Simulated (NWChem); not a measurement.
## CuCl (charge +1): single-point calculation (part 2 of 2)

Continued. System: CuCl, charge +1, multiplicity 2. Method: B3LYP/6-31G*, UKS (NWChem 7.3.0). The geometry is that of the parent species in another charge or spin state. The geometry comes from this level: PBE0-D4/def2-TZVP.

Geometry of the input (Å):
```
Cl 0.8983  -0.3452  0.4464
Cu -0.8688  0.2850  -0.4424
```

Log, continued:
```
   convergence    iter        energy       DeltaE   RMS-Dens  Diis-err    time
 ---------------- ----- ----------------- --------- --------- ---------  ------
 d= 0,ls=0.0,diis     1  -2099.2014731129 -2.22D+03  1.64D-01  4.81D+00     0.9
                                                     9.29D-02  4.82D+00
 Grid integrated density:      45.000001473563
 Requested integration accuracy:   0.10E-07
 d= 0,ls=0.0,diis     2  -2067.3082845939  3.19D+01  1.62D-01  4.32D+01     1.5
                                                     9.17D-02  4.29D+01
 Grid integrated density:      44.999996825014
 Requested integration accuracy:   0.10E-07
 d= 0,ls=0.0,diis     3  -2099.4739354533 -3.22D+01  1.65D-02  2.20D+00     2.1
                                                     3.90D-02  2.16D+00
 Grid integrated density:      44.999997109941
 Requested integration accuracy:   0.10E-07
 d= 0,ls=0.5,diis     4  -2099.7431451120 -2.69D-01  9.42D-03  5.63D-01     2.7
                                                     9.37D-03  5.17D-01
 Grid integrated density:      44.999996914154
 Requested integration accuracy:   0.10E-07
 d= 0,ls=0.5,diis     5  -2100.0138580326 -2.71D-01  2.84D-03  1.53D-01     3.3
                                                     2.93D-03  1.29D-01
 Grid integrated density:      44.999996827331
 Requested integration accuracy:   0.10E-07
 d= 0,ls=0.5,diis     6  -2100.0702678070 -5.64D-02  1.54D-03  5.01D-02     3.9
                                                     1.87D-03  4.44D-02
 Grid integrated density:      44.999996779483
 Requested integration accuracy:   0.10E-07
  Resetting Diis
 d= 0,ls=0.5,diis     7  -2100.0902780865 -2.00D-02  1.06D-03  1.27D-02     4.5
                                                     1.68D-03  1.32D-02
 d= 0,ls=0.5,diis     8  -2100.0993916318 -9.11D-03  9.40D-04  1.86D-03     5.1
                                                     1.71D-03  2.86D-03
 d= 0,ls=0.5,diis     9  -2100.1028465197 -3.45D-03  5.22D-04  2.37D-03     5.7
                                                     1.06D-03  2.29D-03
 d= 0,ls=0.5,diis    10  -2100.1040702225 -1.22D-03  3.55D-04  1.09D-03     6.3
                                                     8.79D-04  1.13D-03
 d= 0,ls=0.5,diis    11  -2100.1049545066 -8.84D-04  3.17D-04  7.94D-04     6.9
                                                     8.28D-04  8.05D-04
 d= 0,ls=0.5,diis    12  -2100.1056691475 -7.15D-04  2.59D-04  1.97D-04     7.5
                                                     8.84D-04  3.67D-04
 d= 0,ls=0.5,diis    13  -2100.1062674323 -5.98D-04  2.52D-04  3.21D-05     8.2
                                                     1.02D-03  2.62D-04
 d= 0,ls=0.5,diis    14  -2100.1068539479 -5.87D-04  1.16D-04  3.30D-05     8.8
                                                     8.29D-04  2.84D-04
 d= 0,ls=0.5,diis    15  -2100.1073122268 -4.58D-04  3.46D-04  4.67D-06     9.4
                                                     1.44D-03  2.34D-04
 d= 0,ls=0.5,diis    16  -2100.1079373011 -6.25D-04  3.62D-04  4.90D-04    10.0
                                                     2.01D-03  6.52D-04
 d= 0,ls=0.5,diis    17  -2100.1086220167 -6.85D-04  1.50D-04  1.77D-03    10.6
                                                     1.63D-03  1.68D-03
 d= 0,ls=0.5,diis    18  -2100.1093459120 -7.24D-04  1.08D-04  1.56D-03    11.2
                                                     1.48D-03  1.52D-03
 d= 0,ls=0.5,diis    19  -2100.1099990243 -6.53D-04  1.11D-04  1.29D-03    11.8
                                                     1.50D-03  1.28D-03
 d= 0,ls=0.5,diis    20  -2100.1107399842 -7.41D-04  3.34D-04  5.67D-04    12.5
                                                     2.71D-03  6.48D-04
 d= 0,ls=0.5,diis    21  -2100.1115157767 -7.76D-04  1.69D-04  1.66D-03    13.1
                                                     2.32D-03  1.42D-03
 d= 0,ls=0.5,diis    22  -2100.1121552236 -6.39D-04  9.46D-05  2.18D-03    13.7
                                                     1.87D-03  1.80D-03
 d= 0,ls=0.5,diis    23  -2100.1127423438 -5.87D-04  1.15D-04  1.84D-03    14.3
                                                     1.22D-03  1.53D-03
 d= 0,ls=0.5,diis    24  -2100.1132716853 -5.29D-04  2.66D-04  7.47D-04    14.9
                                                     2.30D-03  6.98D-04
 d= 0,ls=0.5,diis    25  -2100.1136371984 -3.66D-04  1.81D-04  1.62D-03    15.5
                                                     1.28D-03  1.30D-03
 d= 0,ls=0.5,diis    26  -2100.1141207456 -4.84D-04  1.63D-04  3.72D-04    16.1
                                                     1.11D-03  3.66D-04
 d= 0,ls=0.5,diis    27  -2100.1144062873 -2.86D-04  1.07D-04  5.48D-05    16.8
                                                     1.20D-03  7.93D-05
 d= 0,ls=0.5,diis    28  -2100.1145796886 -1.73D-04  7.29D-05  1.10D-04    17.4
                                                     9.65D-04  1.08D-04
 d= 0,ls=0.5,diis    29  -2100.1147136946 -1.34D-04  5.88D-05  9.85D-05    18.0
                                                     7.03D-04  1.02D-04
 d= 0,ls=0.5,diis    30  -2100.1148150622 -1.01D-04  1.01D-04  3.17D-05    18.6
                                                     9.42D-04  4.42D-05
 d= 0,ls=0.5,diis    31  -2100.1148841844 -6.91D-05  4.97D-05  1.23D-04    19.2
                                                     5.51D-04  1.12D-04
 d= 0,ls=0.5,diis    32  -2100.1149478003 -6.36D-05  5.55D-05  3.57D-05    19.8
                                                     6.55D-04  4.19D-05
 d= 0,ls=0.5,diis    33  -2100.1149862796 -3.85D-05  2.72D-05  5.74D-05    20.5
                                                     5.04D-04  5.32D-05
 d= 0,ls=0.5,diis    34  -2100.1150145035 -2.82D-05  1.96D-05  4.25D-05    21.1
                                                     4.07D-04  3.96D-05
 d= 0,ls=0.5,diis    35  -2100.1150339579 -1.95D-05  9.41D-06  2.68D-05    21.7
                                                     3.14D-04  2.45D-05
 d= 0,ls=0.5,diis    36  -2100.1150453845 -1.14D-05  5.70D-06  1.67D-05    22.3
                                                     2.43D-04  1.52D-05
 d= 0,ls=0.5,diis    37  -2100.1150520592 -6.67D-06  4.36D-06  1.05D-05    22.9
                                                     1.74D-04  9.57D-06
 d= 0,ls=0.5,diis    38  -2100.1150562529 -4.19D-06  2.59D-06  4.92D-06    23.5
                                                     1.31D-04  4.65D-06
 d= 0,ls=0.5,diis    39  -2100.1150584233 -2.17D-06  3.53D-06  2.72D-06    24.1
                                                     8.94D-05  2.60D-06
 d= 0,ls=0.5,diis    40  -2100.1150595938 -1.17D-06  3.18D-06  1.43D-06    24.7
                                                     5.71D-05  1.41D-06
 d= 0,ls=0.5,diis    41  -2100.1150602057 -6.12D-07  2.04D-06  7.02D-07    25.4
                                                     3.90D-05  7.27D-07
 d= 0,ls=0.5,diis    42  -2100.1150605187 -3.13D-07  1.64D-06  3.70D-07    26.0
                                                     3.07D-05  3.94D-07
 d= 0,ls=0.5,diis    43  -2100.1150606903 -1.72D-07  7.51D-07  2.62D-07    26.6
                                                     2.39D-05  2.67D-07
 d= 0,ls=0.5,diis    44  -2100.1150607970 -1.07D-07  1.09D-06  1.53D-07    27.2
                                                     1.73D-05  1.55D-07
 d= 0,ls=0.5,diis    45  -2100.1150608549 -5.79D-08  6.37D-07  1.08D-07    27.8
                                                     1.38D-05  1.08D-07
 d= 0,ls=0.5,diis    46  -2100.1150608909 -3.60D-08  3.91D-07  7.12D-08    28.4
                                                     1.06D-05  6.97D-08
 d= 0,ls=0.5,diis    47  -2100.1150609128 -2.19D-08  2.79D-07  4.33D-08    29.1
                                                     7.82D-06  4.22D-08
 d= 0,ls=0.5,diis    48  -2100.1150609253 -1.25D-08  1.69D-07  2.62D-08    29.7
                                                     5.94D-06  2.54D-08
 d= 0,ls=0.5,diis    49  -2100.1150609326 -7.30D-09  1.44D-07  1.52D-08    30.3
                                                     4.14D-06  1.47D-08

         Total DFT energy =    -2100.115060936592
      One electron energy =    -3158.110046972678
           Coulomb energy =     1027.598742103519
    Exchange-Corr. energy =      -95.270842460915
 Nuclear repulsion energy =      125.667086393481

 Numeric. integr. density =       45.000000001191

     Total iterative time =     30.6s

     ---------------------------------------------
      Total Density - Mulliken Population Analysis
     ---------------------------------------------

    Atom       Charge   Shell Charges
 -----------   ------   -------------------------------------------------------
    1 Cl  17    17.15   2.00  1.99  5.97  1.49  3.58  0.54  1.60 -0.03
    2 Cu  29    27.85   2.00  2.00  6.00  1.97  5.99  0.32  0.19  0.00  0.01  6.22  3.12  0.03

     --------------------------------------------
      Spin Density - Mulliken Population Analysis
     --------------------------------------------

    Atom       Charge   Shell Charges
 -----------   ------   -------------------------------------------------------
    1 Cl  17     0.14  -0.00  0.00  0.00  0.00  0.12 -0.01  0.02  0.00
    2 Cu  29     0.86   0.00  0.00 -0.00  0.00  0.00  0.15  0.04  0.03 -0.00  0.47  0.18 -0.00

     -------------------------------------------
      Total Density - Lowdin Population Analysis
     -------------------------------------------

    Atom       Charge   Shell Charges
 -----------   ------   -------------------------------------------------------
    1 Cl  17    16.96   2.00  1.98  5.91  0.67  3.31  0.43  1.89  0.78
    2 Cu  29    28.04   2.00  1.96  5.97  0.79  5.62  0.22  0.22  0.09  0.14  7.17  3.43  0.42

     ------------------------------------------
      Spin Density - Lowdin Population Analysis
     ------------------------------------------

    Atom       Charge   Shell Charges
 -----------   ------   -------------------------------------------------------
    1 Cl  17     0.17   0.00 -0.00  0.00  0.00  0.10 -0.00  0.07  0.00
    2 Cu  29     0.83   0.00  0.00  0.00  0.00  0.00  0.08  0.02  0.03 -0.00  0.47  0.22  0.00

   alpha - beta orbital overlaps
   -----------------------------

   alpha      1      2      3      4      5      6      7      8      9     10
    beta      1      2      3      4      5      6      7      8      9     10
 overlap   1.000  1.000  1.000  1.000  1.000  1.000  1.000  1.000  0.992  0.992

   alpha     11     12     13     14     15     16     17     18     19     20
    beta     11     12     13     14     15     20     16     17     19     18
 overlap   1.000  1.000  1.000  1.000  1.000  0.779  1.000  1.000  1.000  1.000

   alpha     21     22     23     24     25     26     27     28     29     30
    beta     23     21     22     24     25     26     27     28     29     30
 overlap   0.775  1.000  1.000  0.994  0.999  0.999  0.998  0.999  1.000  1.000

   alpha     31     32     33     34     35     36     37     38     39     40
    beta     31     32     33     34     35     36     37     39     38     40
 overlap   0.999  1.000  1.000  1.000  1.000  1.000  1.000  0.960  0.960  0.999

   alpha     41     42     43     44     45     46     47     48     49     50
    beta     41     42     43     44     46     45     47     48     49     51
 overlap   1.000  1.000  1.000  1.000  1.000  1.000  1.000  1.000  0.999  1.000

   alpha     51     52     53     54     55     56     57     58
    beta     50     52     53     54     55     56     57     58
 overlap   1.000  0.999  0.999  1.000  1.000  1.000  1.000  1.000

     --------------------------
     Expectation value of S2:
     --------------------------
      <S2> =      0.7511 (Exact =     0.7500)

 center of mass
 --------------
 x =  -0.44900224 y =   0.11318719 z =  -0.23607518

 moments of inertia (a.u.)
 ------------------
          95.291106538648          89.391905704626        -126.073509664029
          89.391905704626         314.068942425394          44.961533467416
        -126.073509664029          44.961533467416         282.537418225103

     Multipole analysis of the density
     ---------------------------------

     L   x y z        total         alpha         beta         nuclear
     -   - - -        -----         -----         ----         -------
     0   0 0 0      1.000000    -23.000000    -22.000000     46.000000

     1   1 0 0     -2.331759      8.700770      7.721300    -18.753830
     1   0 1 0      0.784613     -2.023327     -1.720978      4.528917
     1   0 0 1     -1.183037      4.611757      4.108881     -9.903676

     2   2 0 0    -10.676675    -70.618327    -67.215445    127.157097
     2   1 1 0     -1.830827     21.758621     20.878215    -44.467663
     2   1 0 1      2.760337    -31.352290    -30.035742     64.148369
     2   0 2 0    -15.501224    -16.126062    -15.021055     15.645892
     2   0 1 1     -0.928719     10.964674     10.518928    -22.412320
     2   0 0 2    -14.716756    -24.277787    -22.805151     32.366182

 Task  times  cpu:       30.9s     wall:       30.9s
 Total times  cpu:       30.9s     wall:       30.9s
```

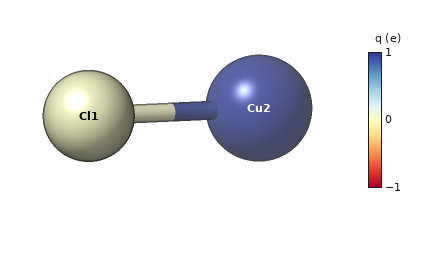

*Löwdin charges, as the colour of each atom (ball-and-stick view, seen at a tilt; atoms are numbered from 1 in the order of the input).*

By element: Cl +0.04 and Cu +0.96 e.

Key numbers:

- outcome: converged
- total energy: −2100.115061 hartree
- basis functions: 58
- ⟨S²⟩: 0.751
- wall time: 32 s
- peak memory: 0.11 GiB
